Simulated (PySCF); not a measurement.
Molecule: Si(Br)2, SMILES [Si](Br)Br (Br₂Si). Atoms near the plane z = 1.0 Å, at the PBE0/def2-SVP optimised geometry (x, y, z in Å): Si1 (-0.9, -1.1, 0.0), Br2 (-1.4, 1.1, 0.0), Br3 (1.4, -1.1, 0.0).

Computed with PBE0/def2-TZVP (PySCF). The values are rescaled to run from 0 to 1.

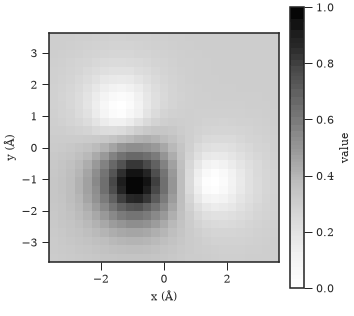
*a field on the plane z = 1.0 Å.*

### Question
Which quantity is mapped?
A) electron localisation function
B) deformation density (molecule minus spherical neutral atoms)
C) an orbital amplitude
D) log10 of the electron density

### Answer
C, an orbital amplitude. In full: LUMO amplitude (bohr^(-3/2)).
